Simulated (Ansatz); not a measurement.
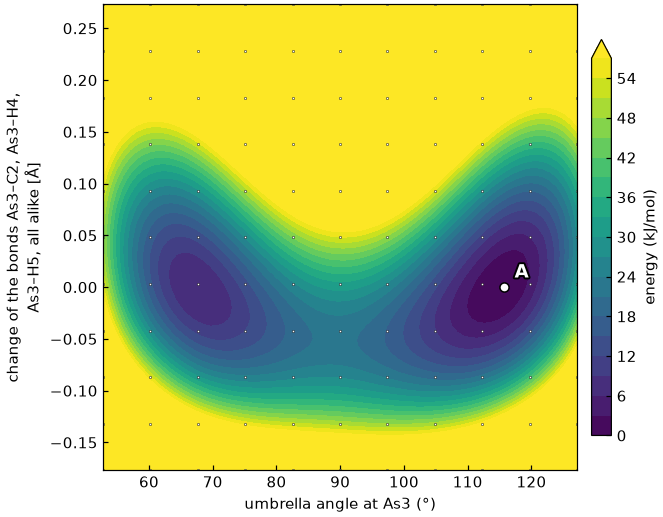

CH₂AsB, SMILES B#C[AsH2]. First axis: umbrella angle at As3 (between each of its bonds and their common axis; 90 is planar). Second axis: change of the bonds As3–C2, As3–H4, As3–H5, all alike. Nothing is relaxed (all other coordinates rigid). The grid has 11 × 11 points. Points are written as (first, second). Energies: kJ/mol, counted from the relaxed molecule at the same level. Level of theory: Ansatz, RKS CAM-B3LYP-D4/def2-TZVP.

In the figure: filled contours, dots at the grid points, one colour for all values above the top of the scale, the point A. Between grid points the surface is interpolated.

> What is the easiest way out of the well at A, and how high is the barrier?

The easiest path leads from the well at about (116°, 0.00 Å) to the well at (67.7°, 0.003 Å), about 5.9 kJ/mol higher. Its highest point lies about 22 kJ/mol above the bottom of the first well on the interpolated surface, at about (89°, −0.05 Å). Seen from the upper well the barrier is about 16 kJ/mol. The start is the relaxed structure and all else is held, so a fully relaxed path at this level can only be lower.

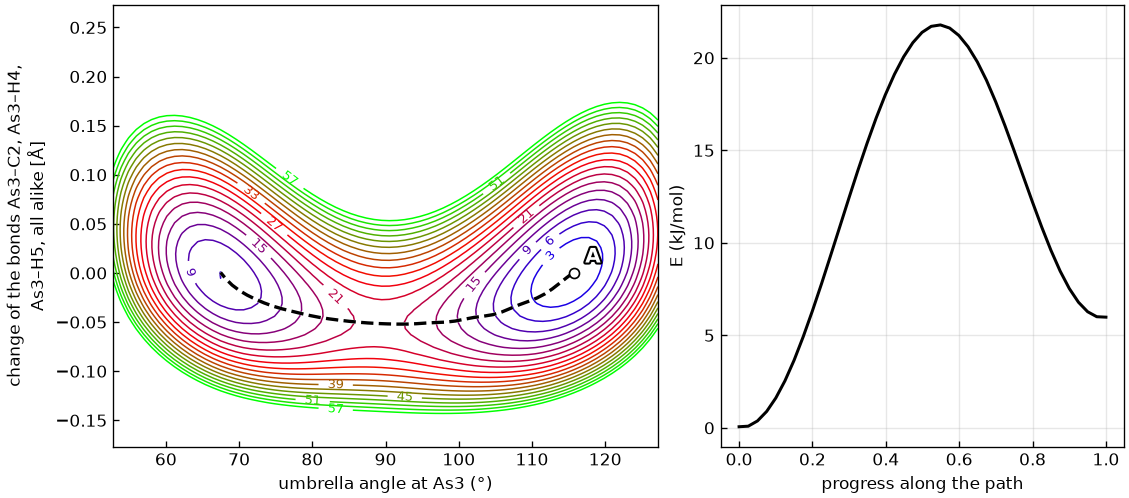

In the figure: contour lines labelled in kJ/mol (none above 57), a line along the lowest path, the energy along the path at the right. Between grid points the surface is interpolated.
